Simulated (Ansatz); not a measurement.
# C2H5BF2S: what the fields show

Input file:

```
crystal:
  periodic: [false, false, false]
  atoms:
    - { symbol: C, position_ang: [0.293, -1.1055, -0.9592] }
    - { symbol: B, position_ang: [-0.3061, -0.1403, 0.2012] }
    - { symbol: S, position_ang: [-1.2982, -0.9027, 1.615] }
    - { symbol: C, position_ang: [0.0394, 1.4406, 0.1746] }
    - { symbol: F, position_ang: [1.3286, 1.6605, 0.1614] }
    - { symbol: F, position_ang: [-0.5968, 1.9948, -0.9599] }
    - { symbol: H, position_ang: [-0.1669, -0.7308, -1.9323] }
    - { symbol: H, position_ang: [0.0038, -2.101, -0.791] }
    - { symbol: H, position_ang: [1.3538, -0.9626, -0.9801] }
    - { symbol: H, position_ang: [-0.0876, -1.1141, 2.3964] }
    - { symbol: H, position_ang: [-1.19831, 0.61256, 0.12331] }
basis:
  gaussian: { orbitals: "6-31G*" }
hamiltonian:
  xc: blyp
  dispersion: d4
relax:
  f_tol: 0.02
  max_steps: 50
output:
  orbitals: {}
```

Launched as:

```sh
ansatz run input.yaml --threads 2 --pin off --max-ram 3072MiB --backend cpu --events-out ev --progress --plain --runs-dir out
```

The fields are those of the run's last geometry, not of the input's.

Method: RKS BLYP-D4/6-31G* in Ansatz 0.2.0.

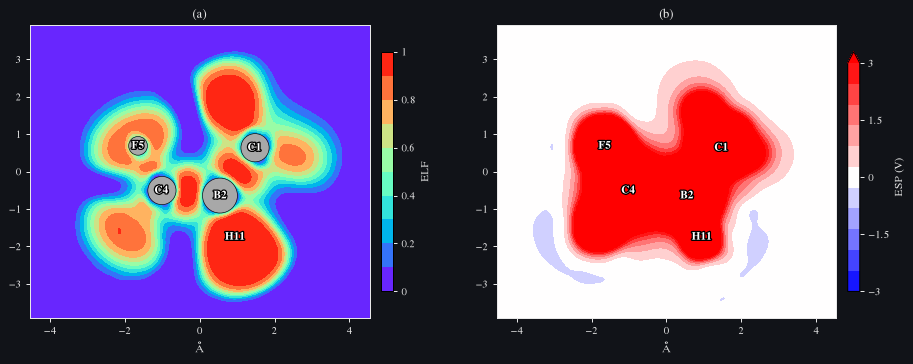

Figure 1. (a) electron localisation function; (b) electrostatic potential on the plane of atoms C1, B2 and C4. Grey discs cover the atomic cores in the ELF map.

What does the map show?

Answer. The plane passes through C, B, F and H nuclei. C–F (1.35 Å): the ELF peaks at about 0.80 between the atoms; a shared but strongly polarised pair. C–B (1.56 Å): the ELF peaks at about 1 between the atoms, as expected for localised, covalent bonding. B–H (1.20 Å): the ELF climbs to about 1 towards the hydrogen, as it does in any bond to H (a covalent bond by its length). The ELF also peaks beside F6 and F5, away from the bonds: lone-pair regions. Outside the dense part of the molecule the potential is most negative (−0.3 V) near F6, which lies off the plane.

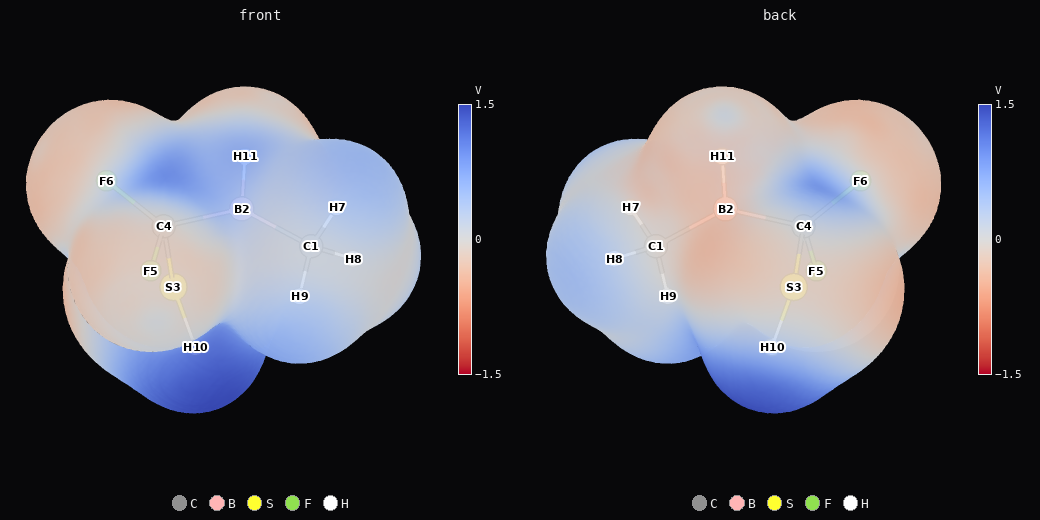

Figure 2. The molecular electrostatic potential painted on the density surface at 0.002 e/bohr³, seen from the front and from behind; red is negative and blue positive.

Where is the surface potential most negative and most positive?

Answer. The most negative region (about −0.4 V, or −9 kcal/mol for a unit charge) lies over S3, the most positive (about +1.5 V, or +35 kcal/mol for a unit charge) over H10.

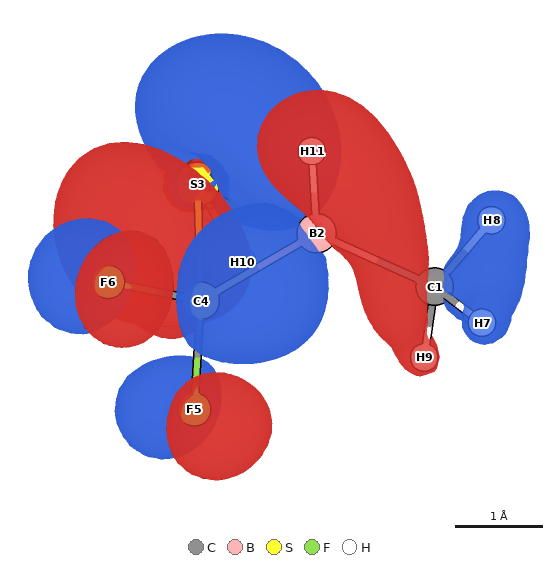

Figure 3. The HOMO at ±0.08 Å⁻³ᐟ² (red and blue are the two phases), seen from one side.

Describe this orbital and give its energy.

Answer. By Hirshfeld shares it lies mainly on S3 (about 50 %), C4 (about 15 %), B2 (about 10 %), F6 (about 10 %) and F5 (about 10 %). Its energy is −6.60 eV.
